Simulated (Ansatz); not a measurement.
```yaml
atoms:
  - { symbol: Si, position_ang: [0.3817, -0.0052, -0.1121] }
  - { symbol: H, position_ang: [0.5157, 0.0446, 1.3534] }
  - { symbol: H, position_ang: [1.7253, 0.0699, -0.7788] }
  - { symbol: H, position_ang: [-0.4547, 1.1489, -0.5714] }
  - { symbol: H, position_ang: [-0.2843, -1.2888, -0.4989] }
  - { symbol: Si, position_ang: [-2.7458, 0.0064, 1.2955] }
  - { symbol: H, position_ang: [-2.9939, -0.8771, 0.1132] }
  - { symbol: H, position_ang: [-3.5955, -0.4603, 2.4427] }
  - { symbol: H, position_ang: [-3.1182, 1.4154, 0.9493] }
  - { symbol: H, position_ang: [-1.3272, -0.0538, 1.6946] }
```

Not at a stationary point (largest force 0.8 eV/Å).

Computed with RKS PBE0/cc-pVDZ in Ansatz 0.2.0.

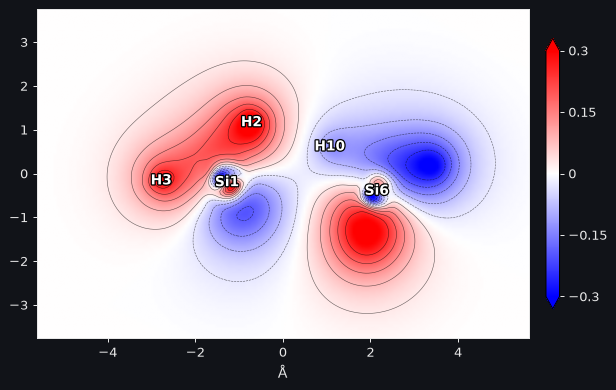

SiH4···SiH4. The HOMO−1 on the plane of atoms H2, Si1 and H3 (values in Å⁻³ᐟ²; the overall sign is arbitrary).

> What is the character of this orbital?

By Hirshfeld shares it lies mainly on Si6 (about 25 %), Si1 (about 20 %), H7 (about 20 %), H5 (about 15 %), H8 (about 10 %) and H2 (about 5 %). Its energy is −9.49 eV.
